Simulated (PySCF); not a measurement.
# CH9ClSi4: a changed input and its effect

System: CH9ClSi4, SMILES ClC[SiH]1[SiH2][SiH2][SiH2]1.
Method of run A: GIAO PBE0/pcSseg-1 NMR shielding, non-relativistic, gas phase (PySCF 2.14.0).

The geometry comes from this level: PBE0-D3(BJ)/def2-SVP. Text and figures count atoms from 1; the logs count them from 0 in places.

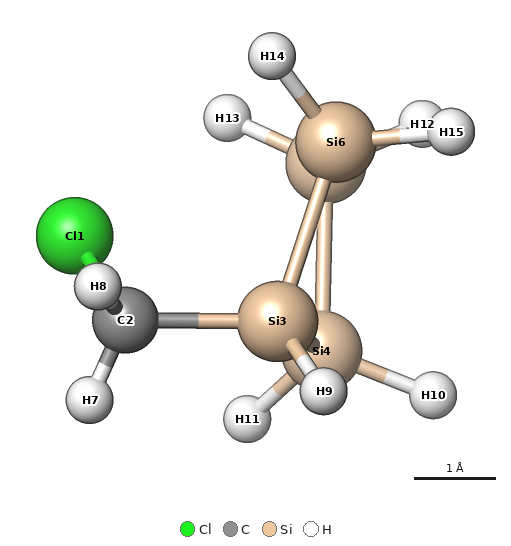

**Figure 1.** The structure as given in the input (ball-and-stick view, seen at a tilt; atoms are numbered from 1 in the order of the input).

The input, run A:
```
{"job": {"kind": "nmr", "xc": "PBE0", "basis": "pcSseg-1"}, "charge": 0, "multiplicity": 1}
Cl     1.507821    -0.787123     1.740232
C      2.261065    -0.181190     0.225296
Si     0.849092     0.354230    -0.934863
Si    -0.779363    -1.361909    -0.950352
Si    -1.904283    -0.269774     0.823346
Si    -0.658071     1.679806     0.319349
H      2.870243    -0.996134    -0.191234
H      2.926736     0.650922     0.495996
H      1.432080     0.864791    -2.216304
H     -1.612573    -1.275489    -2.193396
H     -0.307164    -2.769972    -0.775511
H     -3.382826    -0.130621     0.629687
H     -1.638746    -0.844080     2.175166
H     -0.095920     2.511404     1.427607
H     -1.460346     2.557559    -0.593325
```

The first line tells a small driver script what to run in PySCF; the rest is the geometry in Å.

Hardware: 1 CPU thread, shared host.

Output (run A):
```
coarse grid: 14792 points
cycle   1  E = -1660.8888622008  dE =  1.139e-01  |g| = 2.041e-01  |ddm| = 3.637e+00
cycle   2  E = -1660.8946453651  dE = -5.783e-03  |g| = 1.494e-01  |ddm| = 4.925e-01
cycle   3  E = -1660.8999950517  dE = -5.350e-03  |g| = 4.177e-02  |ddm| = 2.751e-01
cycle   4  E = -1660.9004000711  dE = -4.050e-04  |g| = 1.460e-02  |ddm| = 6.679e-02
cycle   5  E = -1660.9004523015  dE = -5.223e-05  |g| = 4.352e-03  |ddm| = 1.793e-02
cycle   6  E = -1660.9004572830  dE = -4.981e-06  |g| = 8.905e-04  |ddm| = 6.925e-03
final grid: 119008 points
cycle   7  E = -1660.9317733930  dE = -1.718e-05  |g| = 5.328e-03  |ddm| = 1.679e-02
cycle   8  E = -1660.9317692881  dE =  4.105e-06  |g| = 6.151e-03  |ddm| = 1.111e-02
cycle   9  E = -1660.9317789227  dE = -9.635e-06  |g| = 9.787e-04  |ddm| = 7.110e-03
cycle  10  E = -1660.9317791326  dE = -2.098e-07  |g| = 1.768e-04  |ddm| = 1.237e-03
cycle  11  E = -1660.9317791418  dE = -9.213e-09  |g| = 2.562e-05  |ddm| = 3.222e-04
cycle  12  E = -1660.9317791420  dE = -2.046e-10  |g| = 7.403e-06  |ddm| = 6.404e-05
converged SCF energy = -1660.9317791420

GIAO shielding tensors (ppm)
atom      isotropic    diamagn.    paramagn.     s11        s22        s33       span
  0 Cl     885.287    1148.315    -263.028    800.940    818.393   1036.527    235.587
  1 C      151.827     252.967    -101.140    129.149    137.181    189.151     60.002
  2 Si     382.650     880.419    -497.769    342.568    401.966    403.416     60.848
  3 Si     440.849     879.982    -439.133    394.368    454.462    473.718     79.350
  4 Si     437.087     879.067    -441.980    412.650    436.349    462.262     49.612
  5 Si     440.663     879.982    -439.319    394.033    454.397    473.559     79.525
  6 H       28.059      29.478      -1.419     22.629     26.177     35.372     12.742
  7 H       28.059      29.494      -1.435     22.655     26.171     35.353     12.698
  8 H       26.410      29.453      -3.043     23.007     23.862     32.360      9.353
  9 H       27.188      29.124      -1.936     24.246     24.695     32.622      8.376
 10 H       27.061      28.545      -1.484     23.490     24.411     33.281      9.791
 11 H       27.064      28.455      -1.391     23.459     23.988     33.745     10.286
 12 H       27.114      28.847      -1.733     23.519     26.562     31.263      7.744
 13 H       27.064      28.554      -1.491     23.493     24.415     33.284      9.791
 14 H       27.184      29.125      -1.942     24.243     24.694     32.614      8.370
```

The input of run B differs as follows (lines with − go, lines with + come):
```diff
-"xc": "PBE0"
+"xc": "mPW1PW91"
+"pop": false
```

How does run B compare with run A?

The total energies belong to different methods, so their difference says nothing on which is more stable or more accurate. Of all shieldings, the largest change is that of Si4 and Si6, by −3.2 ppm. The functional changes from PBE0 to mPW1PW91. The number of SCF iterations is the same.

Output (run B):
```
coarse grid: 14792 points
cycle   1  E = -1661.6422659381  dE =  1.113e-01  |g| = 2.023e-01  |ddm| = 3.628e+00
cycle   2  E = -1661.6481577854  dE = -5.892e-03  |g| = 1.533e-01  |ddm| = 5.029e-01
cycle   3  E = -1661.6538603706  dE = -5.703e-03  |g| = 4.026e-02  |ddm| = 2.767e-01
cycle   4  E = -1661.6542268495  dE = -3.665e-04  |g| = 1.520e-02  |ddm| = 6.415e-02
cycle   5  E = -1661.6542839171  dE = -5.707e-05  |g| = 4.285e-03  |ddm| = 1.829e-02
cycle   6  E = -1661.6542887780  dE = -4.861e-06  |g| = 8.760e-04  |ddm| = 6.880e-03
final grid: 119008 points
cycle   7  E = -1661.6811898559  dE = -1.515e-05  |g| = 3.646e-03  |ddm| = 1.752e-02
cycle   8  E = -1661.6811881341  dE =  1.722e-06  |g| = 4.153e-03  |ddm| = 7.983e-03
cycle   9  E = -1661.6811925943  dE = -4.460e-06  |g| = 6.444e-04  |ddm| = 4.816e-03
cycle  10  E = -1661.6811926852  dE = -9.090e-08  |g| = 1.460e-04  |ddm| = 8.490e-04
cycle  11  E = -1661.6811926912  dE = -6.075e-09  |g| = 2.184e-05  |ddm| = 2.589e-04
cycle  12  E = -1661.6811926914  dE = -1.660e-10  |g| = 5.775e-06  |ddm| = 5.420e-05
converged SCF energy = -1661.6811926914

GIAO shielding tensors (ppm)
atom      isotropic    diamagn.    paramagn.     s11        s22        s33       span
  0 Cl     884.231    1148.587    -264.356    798.479    816.483   1037.730    239.250
  1 C      150.766     253.079    -102.313    127.945    136.105    188.248     60.303
  2 Si     380.380     880.607    -500.226    340.889    399.090    401.162     60.273
  3 Si     437.693     880.132    -442.439    391.449    451.071    470.559     79.111
  4 Si     434.069     879.229    -445.160    409.605    433.249    459.352     49.747
  5 Si     437.509     880.132    -442.623    391.121    451.005    470.402     79.281
  6 H       28.119      29.523      -1.404     22.725     26.237     35.395     12.670
  7 H       28.119      29.540      -1.421     22.750     26.231     35.376     12.626
  8 H       26.509      29.533      -3.024     23.112     23.961     32.454      9.343
  9 H       27.278      29.213      -1.935     24.345     24.789     32.700      8.355
 10 H       27.147      28.646      -1.498     23.591     24.526     33.325      9.734
 11 H       27.155      28.528      -1.373     23.570     24.093     33.802     10.232
 12 H       27.201      28.953      -1.752     23.607     26.666     31.331      7.724
 13 H       27.150      28.655      -1.505     23.593     24.531     33.327      9.734
 14 H       27.274      29.214      -1.940     24.342     24.788     32.691      8.349
```

The two runs side by side:

```csv
quantity,run A,run B
outcome,converged,converged
total energy (hartree),−1660.931779,−1661.681193
HOMO (eV),−7.52,−7.54
LUMO (eV),−1.16,−1.15
dipole moment (D),1.63,1.63
shielding of Cl1 (ppm),885.3,884.2
shielding of C2 (ppm),151.8,150.8
shielding of Si3 (ppm),382.6,380.4
shielding of Si4 (ppm),440.8,437.7
shielding of Si5 (ppm),437.1,434.1
shielding of Si6 (ppm),440.7,437.5
shielding of H9 (ppm),26.4,26.5
SCF iterations,12,12
basis functions,182,182
wall time (shared host),23 s,22 s
```
